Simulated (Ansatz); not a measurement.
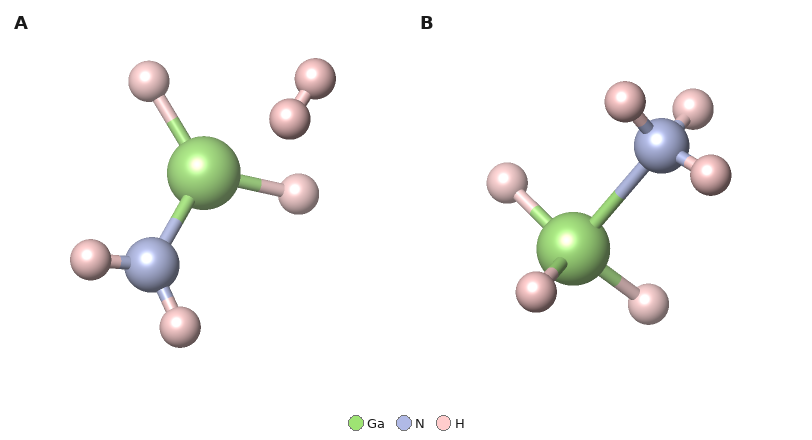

2 stationary structures of one formula. Geometries: PBE0-D4/def2-TZVP. Electronic energies: BHLYP-D4/def2-TZVPP (Ansatz 0.2.0), without zero-point energy. Each is one conformer, not always the lowest.

> Which is lowest in energy, and by how much?

B is lowest (C3v, a minimum); A lies 0.688 eV above it (Cs, a minimum).
